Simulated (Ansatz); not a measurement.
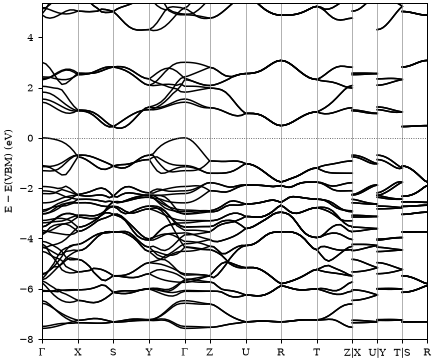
Band structure from plane-wave PAW r²SCAN (Ansatz code)

The gap is 0.36 eV; an edge lies off the plotted path or next to a special point (maximum at Γ, minimum off the standard path).

The material is PdS$_{2}$ in space group Pbca (No. 61; Pd on 4a, S on 8c).

The workflow started from a Materials Project entry (that database holds measured and hypothetical structures alike); the Crystallography Open Database files this formula in space group No. 61, but the cells were not matched. Whether it is the stable phase at ambient conditions was not checked. The cell was relaxed with r²SCAN under the symmetry of its start; whether a distortion lowers the energy is not shown. The run is not spin-polarised. A crystal of weakly bound layers computed without a dispersion correction: the cell and the soft elastic constants depend strongly on that. Scalar-relativistic: spin–orbit coupling is off unless named, which matters more the heavier the elements.

Potentials: the earlier of the program's two PAW sets.
